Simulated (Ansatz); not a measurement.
```xyz
14

C    -1.844    0.596   -0.537
C    -0.482   -0.129   -0.476
Si   -0.047   -1.413    0.761
N     0.440    0.329    0.699
C     1.855    0.594    0.207
H    -1.730    1.607   -0.963
H    -2.276    0.699    0.470
H    -2.556    0.038   -1.167
H     0.009   -0.183   -1.462
H     0.889   -2.444    0.376
H    -0.938   -1.775    1.836
H     2.228   -0.121   -0.556
H     1.897    1.608   -0.232
H     2.542    0.565    1.072
```

**Where will the first 6 clear peaks of this molecule's radial distribution curve from gas electron diffraction lie, and which pairs make them?**

Peak 1, 1.10 Å: C–H 1.10–1.11 Å (×7)
Peak 2, 1.54 Å: Si–H 1.44 Å (×2), N–C 1.52–1.56 Å (×2), C–C 1.54 Å, not resolved
Peak 3, 1.82 Å: Si–N 1.81 Å, Si–C 1.83 Å
Peak 4, 2.20 Å: N···H 2.15–2.26 Å (×4), C···H 2.19–2.21 Å (×4), not resolved
Peak 5, 2.88 Å: C···H 2.71–2.96 Å (×4), N···H 2.75–3.02 Å (×4), Si···C 2.82–2.99 Å (×2), Si···H 2.93–3.08 Å (×2), not resolved; in its flanks C···C 2.54 Å, Si···H 2.54–3.27 Å, N···C 2.61 Å
Peak 6, 3.79 Å: Si···H 3.73–3.86 Å (×2), C···C 3.77 Å, C···H 3.89–4.01 Å (×3), not resolved; in its flanks C···H 3.47–4.19 Å, Si···H 3.48 Å

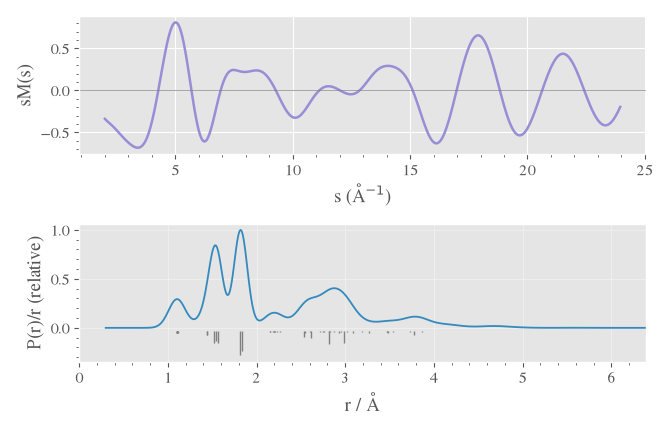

Simulated gas electron diffraction: reduced molecular intensity sM(s) from the Debye equation in the first Born approximation (top) and the radial distribution curve (bottom) of C3H9NSi. Each pair of atoms contributes with weight ZᵢZⱼ/r (bars below the curve); damping constant 0.0015 Å²; vibrational amplitudes assumed, not computed: 0.05 Å for bonds, 0.078 Å for bonds to H, 0.06 + 0.015 r up to 0.15 Å for other pairs. The geometry is the end point of an optimisation (UKS B3LYP-D4/STO-3G in Ansatz 0.2.0); it may be a saddle point or a higher isomer.
